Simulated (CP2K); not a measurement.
# C2H3BClF (SMILES C=CB(F)Cl), run twice

Wanted: the energy of C2H3BClF, AM1.

The results are computed with CP2K 2026.2.

2 further runs of the same task are left out: 2 set aside as unsound or not needed.

**1. The molecule**

The species is C2H3BClF (8 atoms), meant as a singlet with charge 0. SMILES: `C=CB(F)Cl`. The shape is that of a GFN2-xTB optimisation. This is one conformer, not always the lowest.

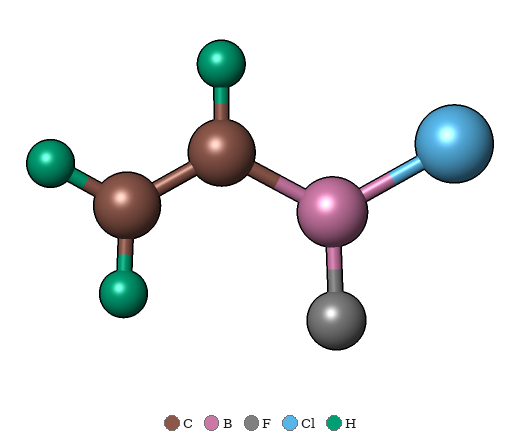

Viewed from a chosen angle; carbon brown, boron pink, fluorine grey, chlorine blue, hydrogen teal.

**2. The input as first written**

The input, run.inp:

```
&GLOBAL
  PROJECT run
  RUN_TYPE ENERGY
  PRINT_LEVEL MEDIUM
&END GLOBAL

&FORCE_EVAL
  METHOD QS
  &DFT
    CHARGE -4
    MULTIPLICITY 1
    &QS
      METHOD AM1
      EPS_DEFAULT 1.0E-10
      &SE
        &COULOMB
          CUTOFF [angstrom] 50
          RC_RANGE [angstrom] 0
        &END COULOMB
        &EXCHANGE
          CUTOFF [angstrom] 50
          RC_RANGE [angstrom] 0
        &END EXCHANGE
      &END SE
    &END QS
    &POISSON
      PERIODIC NONE
      POISSON_SOLVER ANALYTIC
    &END POISSON
    &SCF
      SCF_GUESS ATOMIC
      EPS_SCF 1.0E-07
      MAX_SCF 30
      &OT ON
        MINIMIZER CG
        PRECONDITIONER FULL_ALL
      &END OT
      &OUTER_SCF
        EPS_SCF 1.0E-07
        MAX_SCF 2
      &END OUTER_SCF
    &END SCF
    &PRINT
      &MOMENTS
        PERIODIC F
        REFERENCE COM
        MAX_MOMENT 1
      &END MOMENTS
      &MO_CUBES
        NLUMO 5
        NHOMO -1
        WRITE_CUBE F
      &END MO_CUBES
      &HIRSHFELD OFF
      &END HIRSHFELD
    &END PRINT
  &END DFT
  &SUBSYS
    &CELL
      ABC [angstrom] 17.9 19.3 20.3
      PERIODIC NONE
    &END CELL
    &COORD
      C      0.102920    -0.715440     1.103570
      C      0.293410     0.329650     0.298910
      B     -0.279940     0.402650    -1.141950
      F     -1.003200    -0.597410    -1.629690
      Cl    -0.026900     1.742910    -2.181100
      H     -0.468600    -1.570450     0.780590
      H      0.506500    -0.756780     2.102640
      H      0.875810     1.164870     0.667030
    &END COORD
    &TOPOLOGY
      &CENTER_COORDINATES
      &END CENTER_COORDINATES
    &END TOPOLOGY
  &END SUBSYS
&END FORCE_EVAL
```

Started as:

```console
$ OMP_NUM_THREADS=1 cp2k.psmp -i run.inp > run.out 2>&1
```

Log:

```text
CP2K| version string:                                       CP2K version 2026.2
[...]
 GLOBAL| Method name                                                        CP2K
[...]
 GLOBAL| Run type                                                         ENERGY
[...]
                             - Atoms:                                          8
[...]
                             - Spherical basis functions:                     23
[...]
 Number of electrons:                                                         32
[...]
     1 OT CG       0.15E+00    0.0     0.32068600       -38.8257891279 -3.88E+01
[...]
    13 OT CG       0.55E+00    0.0     0.00000005       -43.6618438606 -1.07E-12
  *** SCF run converged in    13 steps ***
  Core-core repulsion energy [eV]:                           1802.45501219591142
  Core Hamiltonian energy [eV]:                             -2149.54241321885320
  Two-electron integral energy [eV]:                        -1682.02358430500431
  Electronic energy [eV]:                                   -2990.55420537135569
  Total energy [eV]:                                        -1188.09919317544404
  Atomic reference energy [eV]:                              1223.58698113843070
  Heat of formation [kcal/mol]:                               818.36789660788236
[...]
 SE_DIPOLE| Moment [Debye]          2.80470532      -3.96751687      11.45268585
 SE_DIPOLE| Derivative [a.u.]       0.00000000       0.00000000       0.00000000
 *** WARNING in qs_scf_post_se.F:140 :: Printing of MO cube files not ***
 *** implemented for Semi-Empirical method.                           ***
 ENERGY| Total FORCE_EVAL ( QS ) energy [hartree]            -43.661843860586458
[...]
```

It took 1.1 s on 1 thread of Intel Xeon 6975P-C (Granite Rapids), shared host; peak memory 0.19 GiB.

**3. What went wrong**

The run finished; that doesn't make the result usable.

The fault: the charge typed isn't that of the species meant. To mend it: charge 0 in place of -4.

**4. Try two**

The input, gas.inp:

```
&GLOBAL
  PROJECT gas
  RUN_TYPE ENERGY
  PRINT_LEVEL MEDIUM
&END GLOBAL

&FORCE_EVAL
  METHOD QUICKSTEP
  &DFT
    CHARGE 0
    MULTIPLICITY 1
    &QS
      METHOD AM1
      EPS_DEFAULT 1.0E-10
      &SE
        &COULOMB
          CUTOFF [angstrom] 50
          RC_RANGE [angstrom] 0
        &END COULOMB
        &EXCHANGE
          CUTOFF [angstrom] 50
          RC_RANGE [angstrom] 0
        &END EXCHANGE
      &END SE
    &END QS
    &POISSON
      PERIODIC NONE
      POISSON_SOLVER ANALYTIC
    &END POISSON
    &SCF
      SCF_GUESS ATOMIC
      EPS_SCF 1.0E-07
      MAX_SCF 25
      &OT ON
        MINIMIZER CG
        PRECONDITIONER FULL_ALL
        STEPSIZE 0.05
      &END OT
      &OUTER_SCF
        EPS_SCF 1.0E-07
        MAX_SCF 3
      &END OUTER_SCF
    &END SCF
    &PRINT
      &MOMENTS
        PERIODIC F
        REFERENCE COM
        MAX_MOMENT 1
      &END MOMENTS
      &MO_CUBES
        NLUMO 5
        NHOMO -1
        WRITE_CUBE F
      &END MO_CUBES
      &HIRSHFELD OFF
      &END HIRSHFELD
    &END PRINT
  &END DFT
  &SUBSYS
    &CELL
      ABC [angstrom] 17.9 19.3 20.3
      PERIODIC NONE
    &END CELL
    &COORD
      C      0.102920    -0.715440     1.103570
      C      0.293410     0.329650     0.298910
      B     -0.279940     0.402650    -1.141950
      F     -1.003200    -0.597410    -1.629690
      Cl    -0.026900     1.742910    -2.181100
      H     -0.468600    -1.570450     0.780590
      H      0.506500    -0.756780     2.102640
      H      0.875810     1.164870     0.667030
    &END COORD
    &TOPOLOGY
      &CENTER_COORDINATES
      &END CENTER_COORDINATES
    &END TOPOLOGY
  &END SUBSYS
&END FORCE_EVAL
```

Started as:

```console
$ OMP_NUM_THREADS=1 cp2k.psmp -i gas.inp -o gas.out
```

Log:

```text
CP2K| version string:                                       CP2K version 2026.2
[...]
 GLOBAL| Method name                                                        CP2K
[...]
 GLOBAL| Run type                                                         ENERGY
[...]
                             - Atoms:                                          8
[...]
                             - Spherical basis functions:                     23
[...]
 Number of electrons:                                                         28
[...]
     1 OT CG       0.50E-01    0.0     0.34334968       -39.6391466941 -3.96E+01
[...]
     8 OT CG       0.39E+00    0.0     0.00000005       -45.1248211404 -3.44E-12
  *** SCF run converged in     8 steps ***
  Core-core repulsion energy [eV]:                           1802.45501219591142
  Core Hamiltonian energy [eV]:                             -1992.93181350677219
  Two-electron integral energy [eV]:                        -2074.86405639604618
  Electronic energy [eV]:                                   -3030.36384170479505
  Total energy [eV]:                                        -1227.90882950888363
  Atomic reference energy [eV]:                              1223.58698113843070
  Heat of formation [kcal/mol]:                               -99.66419896541916
[...]
 SE_DIPOLE| Moment [Debye]         -0.39958682       0.70522944      -1.79112165
 SE_DIPOLE| Derivative [a.u.]       0.00000000       0.00000000       0.00000000
 *** WARNING in qs_scf_post_se.F:140 :: Printing of MO cube files not ***
 *** implemented for Semi-Empirical method.                           ***
 ENERGY| Total FORCE_EVAL ( QS ) energy [hartree]            -45.124821140363721
[...]
```

It took 1 s on 1 thread of Intel Xeon 6975P-C (Granite Rapids), shared host; peak memory 0.18 GiB.

**5. Summary of results**

Level: AM1.

| quantity | value |
| --- | --- |
| total energy | -45.12482 Eh |
| dipole moment | 1.97 D |
| heat of formation | -99.7 kcal/mol |
